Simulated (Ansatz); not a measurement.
CH7FN2Si

Input file:

```
crystal:
  periodic: [false, false, false]
  atoms:
    - symbol: C
      position_ang: [1.607772, 1.413146, -1.723528]
    - symbol: F
      position_ang: [-1.013939, -1.221636, -2.289985]
    - symbol: "N"
      position_ang: [1.343092, 0.042475, -1.361998]
    - symbol: N
      position_ang: [0.091941, -2.041191, -0.059734]
    - symbol: Si
      position_ang: [-0.178064, -0.644593, -1.011899]
    - symbol: H
      position_ang: [1.785587, 1.554905, -2.805408]
    - symbol: H
      position_ang: [2.480720, 1.820672, -1.184713]
    - symbol: H
      position_ang: [0.744547, 2.041395, -1.454411]
    - symbol: H
      position_ang: [2.109169, -0.598679, -1.539239]
    - symbol: H
      position_ang: [-1.027506, 0.461595, -0.490058]
    - symbol: H
      position_ang: [0.621848, -1.998076, 0.801445]
    - symbol: H
      position_ang: [-0.582754, -2.796504, -0.055610]
basis:
  gaussian:
    orbitals: def2-TZVPD
hamiltonian:
  xc: {name: PBE0}
output: {forces: true, orbitals: {seedname: orbitals}}
```

Run with:

```sh
ansatz run input.yaml --threads 2 --pin off --max-ram 4350MiB --events-out events.jsonl --progress --plain --runs-dir runs
```

Geometry: PBE0-D3(BJ)/def2-SVP.

Theory: isolated molecule in a Gaussian basis; Kohn-Sham density functional theory, functional PBE0 (Ansatz).

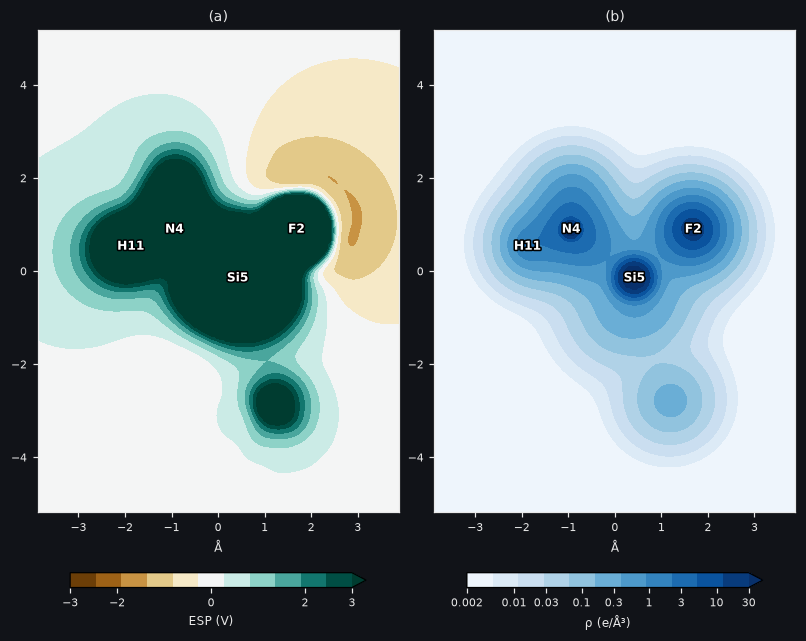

Figure 1. (a) molecular electrostatic potential; (b) electron density on the plane of atoms F2, Si5 and N4.

> What do the fields say about this system?

Atoms in the plane: F, N, Si and H.
Si–F (1.63 Å): the density is about 1.1 e/Å³ at the midpoint.
Si–N (1.71 Å): ρ at the midpoint is about 1.1 e/Å³.
N–H (1.01 Å): ρ at the midpoint is about 2.8 e/Å³.
Outside the dense part of the molecule the potential is most negative (−1.4 V) near F2.

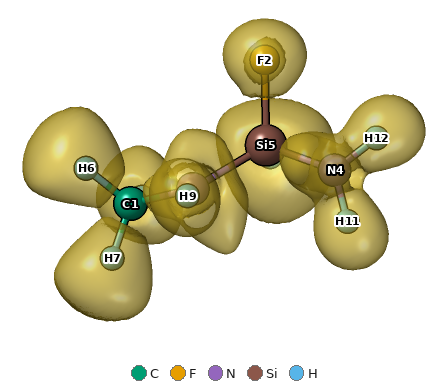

Figure 2. Isosurface of the ELF at 0.75 (yellow), seen at an oblique angle. Core shells and regions of very low density are left out.

> What do the ELF domains correspond to?

The surface consists of four regions around hydrogen nuclei, one region wrapped around F (its lone pairs, merged into a ring or cap), one joined region spread over several atoms (H, N), in which their bonds and any lone pairs are merged and one joined region spread over several atoms (H, N, Si), in which their bonds and any lone pairs are merged. Profiles from the grid: C–N (1.44 Å): the ELF peaks at about 0.90 between the atoms (a covalent bond). Si–F (1.63 Å): the ELF peaks at about 0.85 in the valence shell of F, 0.6 Å from its nucleus, and is about 0.60 at the midpoint.

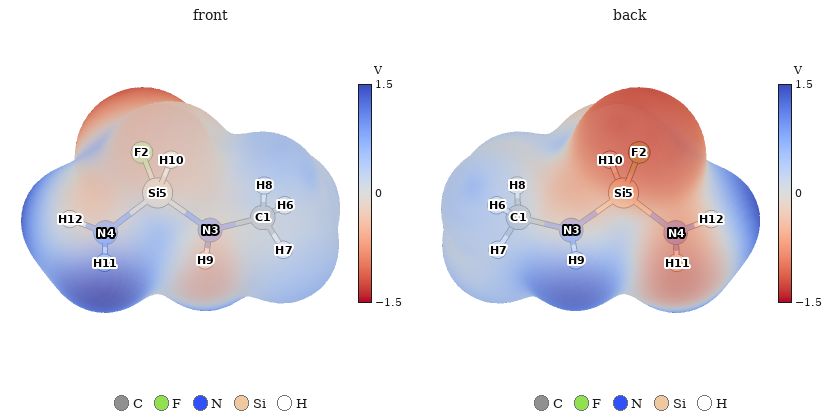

Figure 3. The molecular electrostatic potential painted on the density surface at 0.001 e/bohr³, seen from the front and from behind; red is negative and blue positive.

> Which sites attract a positive test charge, and which a negative one?

A positive charge is drawn to the negative regions and a negative charge to the positive ones. The most negative region (about −1.2 V) lies over F2, the most positive (about +1.4 V) over H11.
